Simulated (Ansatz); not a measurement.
# BSiH4O2F (SMILES O[SiH2]B(O)F): B3LYP/6-31G(d) (Cartesian functions)

Aim: the energy change on altering one bond length of BSiH4O2F at B3LYP/6-31G* (Cartesian functions), from 2 runs. 

Program for the calculation: Ansatz 0.2.0.

127 further runs of the same task are left out: 127 set aside as unsound or not needed. Runs told in other sessions of the task aren't counted.

## Step 1: The system as given

BSiH4O2F has 9 atoms, charge 0, and is taken as a singlet. SMILES: `O[SiH2]B(O)F`. The shape is that of a PBE0-D4/def2-TZVP optimisation. This is one conformer, not always the lowest.

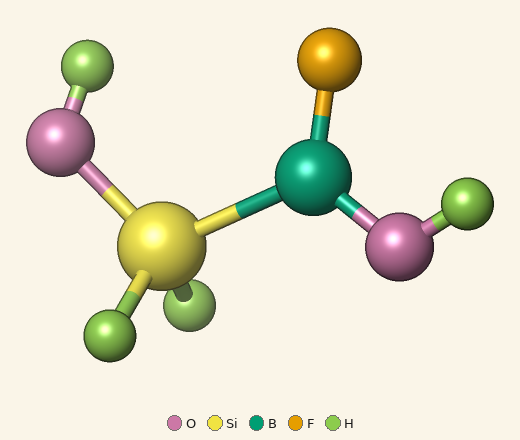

Viewed from a chosen angle; oxygen pink, silicon yellow, boron teal, fluorine amber, hydrogen green.

## Step 2: A single-point energy at B3LYP/6-31G(d) (Cartesian functions)

File in.yaml:

```yaml
basis:
  gaussian:
    orbitals: "6-31G*"
crystal:
  periodic: [false, false, false]
  atoms:
    - {symbol: O, position_ang: [1.152500, 0.650100, 1.703000]}
    - {symbol: Si, position_ang: [0.837600, -0.439800, 0.500200]}
    - {symbol: B, position_ang: [-0.701500, 0.194000, -0.670900]}
    - {symbol: O, position_ang: [-0.968000, -0.381600, -1.859000]}
    - {symbol: F, position_ang: [-1.488500, 1.196900, -0.250400]}
    - {symbol: H, position_ang: [0.401000, 1.098100, 2.092900]}
    - {symbol: H, position_ang: [2.093300, -0.579800, -0.278100]}
    - {symbol: H, position_ang: [0.493300, -1.781600, 1.056300]}
    - {symbol: H, position_ang: [-1.731300, -0.002600, -2.311100]}
output: {orbitals: {seedname: orbitals}}
accuracy: high
hamiltonian:
  xc: {name: B3LYP}
```

On the command line:

```bash
ansatz run in.yaml --threads 1 --pin off --max-ram 3480MiB --events-out events.jsonl --progress --plain --runs-dir runs
```

Standard output:

```text
Warning: RAYON_NUM_THREADS=1 ignored (pool sized by the plan → 1); use --threads N
Functional definition: B3LYP
  name "B3LYP"
  parameter a0 = 0.2
  parameter ax = 0.72
  parameter ac = 0.81
  exchange = (1 - a0 - ax)*slater_x + ax*b88_x + a0*exact_x
  correlation = (1 - ac)*vwn_rpa_c + ac*lyp_c
1893 factors; integrals over basis functions are off by at most 6.9e-9 eV
mean field evaluation 1: about -15425.7067 eV, gradient 6.8e1 eV
mean field evaluation 2: about -15410.9246 eV, gradient 1.1e2 eV
mean field evaluation 4: about -15433.2824 eV, gradient 4.4e0 eV
mean field evaluation 8: about -15433.4423 eV, gradient 2.3e-1 eV
mean field evaluation 16: about -15433.4424 eV, gradient 3.1e-5 eV
mean field -15433.44244519 eV, -567.1685486977 hartree, gradient 8.1e-8 eV, S^2 0.000000; 0 other end points of the search recorded, 0 dependent functions left out
reference -15433.44248401 eV, -567.1685501243 hartree; 24, 24 occupied and 63, 63 virtual orbitals, 1893 factors
Total energy: -15433.44248401 eV, -567.1685501243 hartree
```

Wall time 8.7 s (1 thread of Arm Neoverse V2, shared host); peak memory 0.29 GiB.

## Step 3: The distorted shape, same level

File job.yaml:

```yaml
crystal:
  periodic: [false, false, false]
  atoms:
    - {symbol: O, position_ang: [1.922059, 0.333196, 2.288557]}
    - {symbol: Si, position_ang: [1.607159, -0.756704, 1.085757]}
    - {symbol: B, position_ang: [-0.701500, 0.194000, -0.670900]}
    - {symbol: O, position_ang: [-0.968000, -0.381600, -1.859000]}
    - {symbol: F, position_ang: [-1.488500, 1.196900, -0.250400]}
    - {symbol: H, position_ang: [1.170559, 0.781196, 2.678457]}
    - {symbol: H, position_ang: [2.862859, -0.896704, 0.307457]}
    - {symbol: H, position_ang: [1.262859, -2.098504, 1.641857]}
    - {symbol: H, position_ang: [-1.731300, -0.002600, -2.311100]}
basis:
  gaussian:
    orbitals: "6-31G*"
hamiltonian:
  xc: {name: B3LYP}
accuracy: high
output:
  orbitals: {seedname: orbitals}
```

On the command line:

```bash
ansatz run job.yaml --threads 1 --pin off --max-ram 3480MiB --events-out events.jsonl --progress --plain --runs-dir runs
```

Standard output, cut to the lines that bear on the results:

```text
Warning: RAYON_NUM_THREADS=1 ignored (pool sized by the plan → 1); use --threads N
[... 7 set-up lines as earlier in the session ...]
1847 factors; integrals over basis functions are off by at most 5.5e-9 eV
mean field evaluation 1: about -15423.0466 eV, gradient 7.0e1 eV
mean field evaluation 2: about -15399.8003 eV, gradient 1.3e2 eV
mean field evaluation 4: about -15430.8694 eV, gradient 8.0e0 eV
mean field evaluation 8: about -15431.1509 eV, gradient 8.8e-1 eV
mean field evaluation 16: about -15431.1535 eV, gradient 8.1e-5 eV
mean field -15431.15353506 eV, -567.0844328019 hartree, gradient 7.1e-8 eV, S^2 0.000000; 0 other end points of the search recorded, 0 dependent functions left out
reference -15431.15357671 eV, -567.0844343326 hartree; 24, 24 occupied and 63, 63 virtual orbitals, 1847 factors
Total energy: -15431.15357671 eV, -567.0844343326 hartree
```

It took 7.8 s on 1 thread of Arm Neoverse V2, shared host; peak memory 0.27 GiB.

## Step 4: Summary of results

At B3LYP/6-31G* (Cartesian functions):

| quantity | value |
| --- | --- |
| first shape: total energy | -567.16855 Eh |
| first shape: HOMO energy | -7.64 eV |
| first shape: LUMO energy | -0.19 eV |
| first shape: HOMO–LUMO gap | 7.45 eV |
| distorted shape: total energy | -567.08443 Eh |
| distorted shape: HOMO energy | -6.15 eV |
| distorted shape: LUMO energy | -1.31 eV |
| distorted shape: HOMO–LUMO gap | 4.84 eV |
| energy change with the Si2–B3 bond stretched from 2.035 to 3.053 Å | 2.289 eV |

**Reading.** With the Si2–B3 bond stretched from 2.035 to 3.053 Å the energy rises by 2.29 eV (221 kJ/mol). The first shape isn't relaxed at this level, so the change isn't measured from a minimum.
